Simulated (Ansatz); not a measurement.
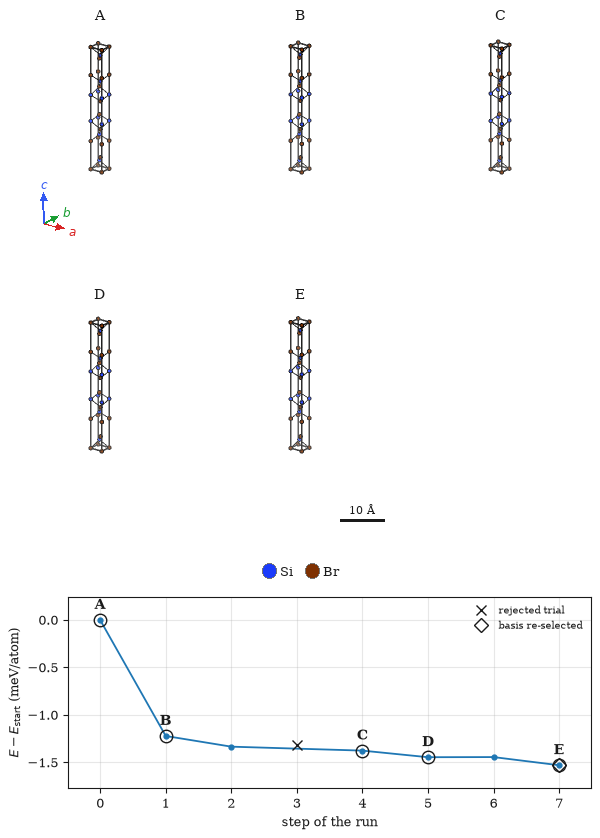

Frames of a relaxation of crystalline Si₂Br₃ (built on the tetradymite_166 type), marked on the history of the run. A ball-and-stick model of the conventional cell (3 times the calculation's cell), seen slightly off an axis. Lengths and directions refer to the drawn axes.

Case: tetradymite type (R-3m, No. 166).

Theory: DFT PBE, scalar-relativistic, plane waves, PAW in Ansatz. (plane-wave cutoff 420 eV; k-point mesh 12 × 12 × 12; occupations gaussian; smearing width 0.1 eV; no spin polarisation; cell and atoms relaxed; force threshold 0.01 eV/Å; at most 80 steps)

> Describe the path.

The largest moves relative to the cell, 0.13 Å, are those of Br atoms. By element the largest moves are Br 0.13 Å, Si 0.11 Å. The drawn cell changes as follows: a = b 4.243 → 4.265 Å (+0.5 %), c 28.616 → 29.527 Å (+3.2 %); the volume changes by +4.3 %. Near-neighbour distances that change, for instance: Br–Si 2.751 → 2.769 Å, Br–Si 2.989 → 2.971 Å. The space group stays R-3m (No. 166). After 5 accepted moves (7 points after the start) the energy has fallen by 1.5 meV per atom. The largest force component goes from 0.1 to 0.0013 eV/Å. Pressure: 0.23 GPa at the start and 0.00 GPa at the end. The line search rejected the trial step at point 3 of the run. At 1 point the geometry stayed and the basis and grid were re-selected for the new cell (energy shift of 0.1 meV per atom at most each time). Cost: 2.1 min on 1 thread of Intel(R) Xeon(R) 6975P-C (Granite Rapids), with other jobs on the host, peak memory 0.75 GiB. From step 0 to 1: Si atoms move most (0.06 Å), volume +1.5 %, energy −1.2 meV per atom. From step 1 to 4: Br atoms move most (0.03 Å), volume +1.0 %, energy −0.2 meV per atom. From step 4 to 5: Br atoms move most (0.03 Å), volume +1.2 %, energy −0.1 meV per atom. From step 5 to 7: volume +0.4 %, energy −0.1 meV per atom.

Limits of the set-up: an odd number of electrons was run without spin polarisation, which fails if the electron would localise; layers or molecules are held without a dispersion correction, so their spacing is unreliable.
